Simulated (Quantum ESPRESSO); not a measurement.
**Magnetic state of LaCrGe3 from several starts**

Aim: find out which collinear order of LaCrGe3 costs least.

Program: Quantum ESPRESSO 7.5. Level of theory: LDA; plane waves with GBRV 1.5 LDA potentials, no spin-orbit coupling. Results are calculated unless marked as measured.

Experimental background.

“Suppression of ferromagnetism in the LaVxCr1-xGe3 system” (2013, arxiv:1305.7258) quotes from earlier work for LaCrGe3, hexagonal perovskite type (powder): moment (previously reported ordered moment per Cr) 1.22 μB [literature value quoted from an earlier neutron study].

Report form: the programs' logs are mostly left out.

### 1. Set-up

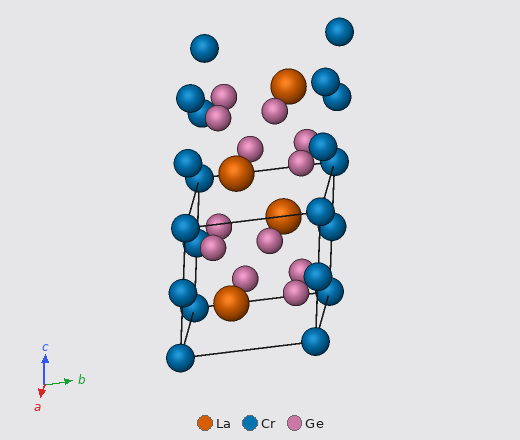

The cell as given, slightly off an axis (lanthanum orange, chromium blue, germanium pink). 1×1×2 cells are drawn. Some periodic images of atoms are drawn too.

The cell comes from the Crystallography Open Database.

### 2. Start 1: ferro ++

The signs are those of the starting moments on the seeded atoms, the atoms that are given a moment.

File pw.in:

```
&CONTROL
  calculation = 'scf'
  prefix = 'pwscf'
  outdir = './tmp'
  pseudo_dir = './pseudo'
  disk_io = 'nowf'
/
&SYSTEM
  ibrav = 0
  celldm(1) = 8
  nat = 10
  ntyp = 3
  ecutwfc = 40
  ecutrho = 280
  nbnd = 86
  occupations = 'smearing'
  smearing = 'fd'
  degauss = 0.00734986
  nspin = 2
  starting_magnetization(1) = 0
  starting_magnetization(2) = 0.1786
  starting_magnetization(3) = 0
/
&ELECTRONS
  conv_thr = 2d-08
  electron_maxstep = 150
  mixing_beta = 0.3
/
ATOMIC_SPECIES
La    138.9055 la_lda_v1.uspp.F.UPF
Cr     51.9961 cr_lda_v1.5.uspp.F.UPF
Ge     72.6300 ge_lda_v1.4.uspp.F.UPF
CELL_PARAMETERS alat
   1.4646322328912    0.0000000000000    0.0000000000000
  -0.7323161164456    1.2684087208794    0.0000000000000
   0.0000000000000    0.0000000000000    1.3620201043240
ATOMIC_POSITIONS crystal
La      0.3333333333    0.6666666667    0.7500000000
La      0.6666666667    0.3333333333    0.2500000000
Cr      0.0000000000    0.0000000000    0.0000000000
Cr      0.0000000000    0.0000000000    0.5000000000
Ge      0.1933500000    0.3867000000    0.2500000000
Ge      0.8066500000    0.1933500000    0.7500000000
Ge      0.6133000000    0.8066500000    0.2500000000
Ge      0.8066500000    0.6133000000    0.7500000000
Ge      0.1933500000    0.8066500000    0.2500000000
Ge      0.3867000000    0.1933500000    0.7500000000
K_POINTS automatic
6 6 6 0 0 0
```

The run is started by

```sh
$ OMP_NUM_THREADS=1 mpirun -n 4 pw.x -nk 4 -in pw.in > pw.out
```

Wall time 2.4 min (4 MPI ranks of AMD EPYC 9R45, shared host); peak memory 1.8 GiB.

Spin moment in the atom's sphere by atom:

| atom | spin moment in the atom's sphere (μB) |
| --- | --- |
| La1 | -0.04 |
| La2 | -0.04 |
| Cr3 | 1.40 |
| Cr4 | 1.40 |
| Ge5 | -0.03 |
| Ge6 | -0.03 |
| Ge7 | -0.03 |
| Ge8 | -0.03 |
| Ge9 | -0.03 |
| Ge10 | -0.03 |

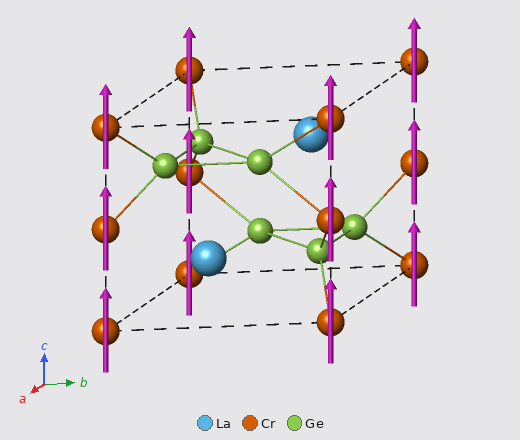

Spin moment in the atom's sphere as arrows, the longest 1.40 μB. Up and down stand for the sign. Arrows give size and sign along the axis of quantisation, drawn up and down the page. Bonds to atoms that aren't drawn are left out. Some periodic images of atoms are drawn too.

Read from the output:

- smearing term TS: 0.1430 eV
- magnetization: 2.597 μB
- absolute magnetization: 3.596 μB
- final state: ferromagnetic

### 3. Run 2 (antiferro +−)

Changes to pw.in since step 2:

```diff
@@ -11,6 +11,6 @@
   nat = 10
-  ntyp = 3
+  ntyp = 4
   ecutwfc = 40
   ecutrho = 280
-  nbnd = 86
+  nbnd = 83
   occupations = 'smearing'
@@ -21,3 +21,4 @@
   starting_magnetization(2) = 0.1786
-  starting_magnetization(3) = 0
+  starting_magnetization(3) = -0.1786
+  starting_magnetization(4) = 0
 /
@@ -30,3 +31,4 @@
 La    138.9055 la_lda_v1.uspp.F.UPF
-Cr     51.9961 cr_lda_v1.5.uspp.F.UPF
+Cr1    51.9961 cr_lda_v1.5.uspp.F.UPF
+Cr2    51.9961 cr_lda_v1.5.uspp.F.UPF
 Ge     72.6300 ge_lda_v1.4.uspp.F.UPF
@@ -39,4 +41,4 @@
 La      0.6666666667    0.3333333333    0.2500000000
-Cr      0.0000000000    0.0000000000    0.0000000000
-Cr      0.0000000000    0.0000000000    0.5000000000
+Cr1     0.0000000000    0.0000000000    0.0000000000
+Cr2     0.0000000000    0.0000000000    0.5000000000
 Ge      0.1933500000    0.3867000000    0.2500000000
```

Elapsed: 2.6 min, on 4 MPI ranks; peak memory 1.9 GiB; 10 min of CPU time.

Spin moment in the atom's sphere by atom:

| atom | spin moment in the atom's sphere (μB) |
| --- | --- |
| La1 | 0.00 |
| La2 | 0.00 |
| Cr3 | 1.29 |
| Cr4 | -1.31 |
| Ge5 | 0.00 |
| Ge6 | 0.00 |
| Ge7 | 0.00 |
| Ge8 | 0.00 |
| Ge9 | 0.00 |
| Ge10 | 0.00 |

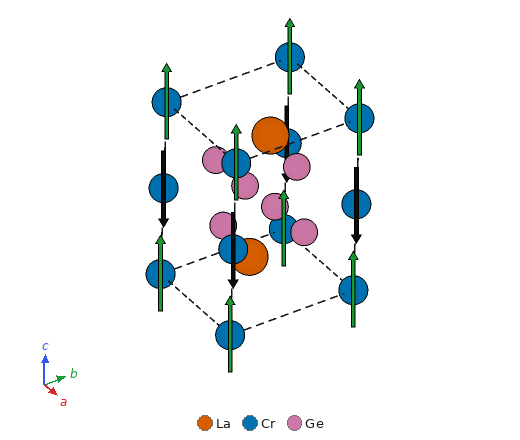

Spin moment in the atom's sphere as arrows, the longest 1.31 μB. Up and down stand for the sign. Arrows give size and sign along the axis of quantisation, drawn up and down the page. The two directions have two colours. Some periodic images of atoms are drawn too.

This step gave:

```yaml
smearing_term_ts: 0.2055 eV
magnetization: -0.013 μB
absolute_magnetization: 3.173 μB
final_state: antiferromagnetic
```

### 4. Ranking

An order is kept where moments of 0.15 μB or more survive with the typed signs; meshes match where a doubled cell samples the same k points as the first cell.

Orders:

| start | final state | typed order kept | energy over the lowest (meV a seeded atom) | largest site moment (μB) | net moment (μB a cell of the first run) | mesh matched | CPU time (s) |
| --- | --- | --- | --- | --- | --- | --- | --- |
| ferro ++ | ferromagnetic | yes | 0 | 1.405 | 2.597 | yes | 572.7 |
| antiferro +- | antiferromagnetic | yes | 51.67 | 1.306 | 0.0133 | yes | 629.9 |

### 5. The lowest state again, with its states saved

Changes to pw.in since step 3:

```diff
@@ -5,3 +5,3 @@
   pseudo_dir = './pseudo'
-  disk_io = 'nowf'
+  disk_io = 'low'
 /
@@ -11,6 +11,6 @@
   nat = 10
-  ntyp = 4
+  ntyp = 3
   ecutwfc = 40
   ecutrho = 280
-  nbnd = 83
+  nbnd = 90
   occupations = 'smearing'
@@ -21,4 +21,3 @@
   starting_magnetization(2) = 0.1786
-  starting_magnetization(3) = -0.1786
-  starting_magnetization(4) = 0
+  starting_magnetization(3) = 0
 /
@@ -31,4 +30,3 @@
 La    138.9055 la_lda_v1.uspp.F.UPF
-Cr1    51.9961 cr_lda_v1.5.uspp.F.UPF
-Cr2    51.9961 cr_lda_v1.5.uspp.F.UPF
+Cr     51.9961 cr_lda_v1.5.uspp.F.UPF
 Ge     72.6300 ge_lda_v1.4.uspp.F.UPF
@@ -41,4 +39,4 @@
 La      0.6666666667    0.3333333333    0.2500000000
-Cr1     0.0000000000    0.0000000000    0.0000000000
-Cr2     0.0000000000    0.0000000000    0.5000000000
+Cr      0.0000000000    0.0000000000    0.0000000000
+Cr      0.0000000000    0.0000000000    0.5000000000
 Ge      0.1933500000    0.3867000000    0.2500000000
```

Run time: 2.2 min. Hardware: 4 MPI ranks; peak memory 1.9 GiB.

This step gave:

```
smearing term TS       : 0.1430 eV
magnetization          : 2.598 μB
absolute magnetization : 3.597 μB
final state            : ferromagnetic
largest moment         : 1.405 μB
```

### 6. Löwdin moments

projwfc.x projects the saved states on orthogonalised atomic orbitals of the pseudopotential files.

The job ended after 3.7 s (4 MPI ranks; peak memory 0.53 GiB; 15 s of CPU time).

| atom | moment in the sphere (μB) | Löwdin moment (μB) | Löwdin charge (e) |
| --- | --- | --- | --- |
| La1 | -0.043 | -0.091 | 11.660 |
| La2 | -0.043 | -0.091 | 11.660 |
| Cr3 | 1.405 | 1.583 | 13.141 |
| Cr4 | 1.405 | 1.583 | 13.141 |
| Ge5 | -0.029 | -0.071 | 14.000 |
| Ge6 | -0.029 | -0.071 | 14.000 |
| Ge7 | -0.029 | -0.071 | 14.000 |
| Ge8 | -0.029 | -0.071 | 14.000 |
| Ge9 | -0.029 | -0.071 | 14.000 |
| Ge10 | -0.029 | -0.071 | 14.000 |

### 7. What came out

| Item | Value |
| --- | --- |
| lowest state found | ferromagnetic (from ferro ++) |
| largest site moment | 1.40 μB |
| next state with moments | antiferromagnetic, 51.7 meV a seeded atom higher |

In words: The smearing terms TS of the orders run from 72 to 103 meV a seeded atom, so the differences would change at a smaller width: an order with a larger TS is lowered more by the smearing. The largest moment reads 1.41 μB in the sphere and 1.58 μB by Löwdin projection; a site moment hangs on how space is shared out. This is the lowest of 2 collinear or spinless starts, no proof of the ground state. A computed site moment is spin alone and hangs on the region that is counted: the program's spheres do not touch and miss the tail of the moment. Measured moments hold any orbital part as well, and belong to the order of the sample, which need not be the order of this run. Energies are free energies at an electronic temperature of 1160 K, which lowers moments and differences where the moments are itinerant.

Calculation against experiment:

```
        quantity  measured   in the sphere          Löwdin
moment (Cr) (μB)      1.22  1.40 (+15.1 %)  1.58 (+29.7 %)
```

Measured values from arxiv:1305.7258 (2013).

**Verdict.** For the moment, of the levels listed nearest comes in the sphere (+15.1 %) and farthest Löwdin (+29.7 %). No cell relaxation is part of this session.

[Logs and program files are shortened in this print: banners, set-up blocks, solver, clock and traceback lines can be left out without a mark of their own.]

[Logs are printed without paths, hosts, clocks, repeated set-up lines and the standing remarks that a program may print on its own settings, such as how far it seeks lower states.]

[Hosts, paths, dates, database ids (printed as entryN), source tags and the programs' standing remarks are cut or masked in the printed files.]

[Where a cell is said to come from a database of computed structures, the database is the Materials Project.]
